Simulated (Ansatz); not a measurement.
Al2O3 (R-3c): refractive index against wavelength

The refractive index of Al2O3 (R-3c) along x below the direct gap (6.22 eV on the mesh) is read from one computed spectrum, n = √(Re ε). x, y and z are the Cartesian axes of the input cell.

Cell: a, b, c = 5.130, 5.130, 5.130 Å (primitive vectors), 10 atoms.

Method: Ansatz 0.2.0, PBE, independent particles, k-mesh 6×6×6 with interpolation inside its cells, Gaussian parameter 0.1 eV.

Launch of the response step: `ansatz run input.yaml --threads 4 --pin off --max-ram 8192MiB --backend cpu --events-out ev --progress --plain --runs-dir out`. The run took 23 s, on 4 threads of Arm Neoverse V1, with other jobs on the host.

| wavelength (nm) | photon energy E (eV) | n |
| --- | --- | --- |
| 700 | 1.771 | 1.8365 |
| 633 | 1.959 | 1.8395 |
| 532 | 2.331 | 1.8465 |
| 450 | 2.755 | 1.8563 |
| 405 | 3.061 | 1.8646 |
| 365 | 3.397 | 1.8751 |
| 308 | 4.025 | ? |

In the single-oscillator model n² − 1 = E₀E_d/(E₀² − E²), so 1/(n² − 1) = E₀/E_d − E²/(E₀E_d) is linear in E².

Working, on the rows shown:

| x = E² (eV²) | y = 1/(n² − 1) |
| --- | --- |
| 3.13716 | 0.421455 |
| 3.83641 | 0.419505 |
| 5.43137 | 0.415013 |
| 7.59115 | 0.408856 |
| 9.37179 | 0.403758 |
| 11.5384 | 0.397456 |

Means: x̄ = 6.8177, ȳ = 0.41101. Σ(x − x̄)(y − ȳ) = -0.1535, Σ(x − x̄)² = 53.76. Slope = -0.1535 / 53.76 = -0.002855; intercept = ȳ − slope · x̄ = 0.43047. Turned back into n, the line misses the rows shown by at most 0.00012.

Question: Predict the last column of the withheld row from the fit.

Answer: At x = 16.204 the line gives y = 0.38421, that is 1.8981. The run gave 1.8995, so the extrapolation is off by 0.0014, 2 % of the range in the table.

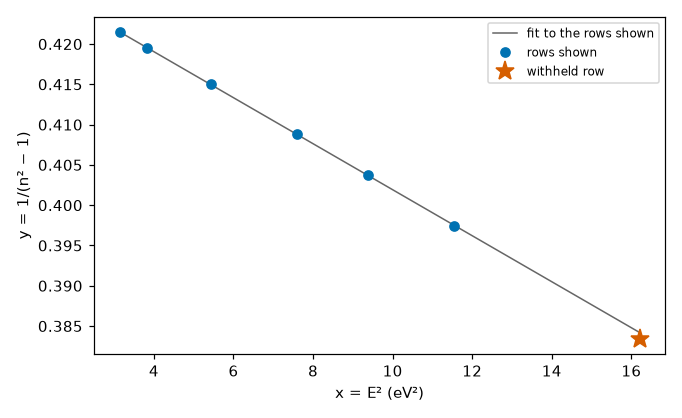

Refitted with all rows, the slope is -0.002904 and the intercept 0.43076. These give E₀ = √(intercept/−slope) = 12.18 eV and E_d = E₀/intercept = 28.3 eV; E₀ is 2.0 times the direct gap. The electronic limit at long wavelengths, without lattice vibrations, is n = √(1 + 1/intercept) = 1.822. Excitons are left out and so are local fields; PBE gaps are as a rule too small.
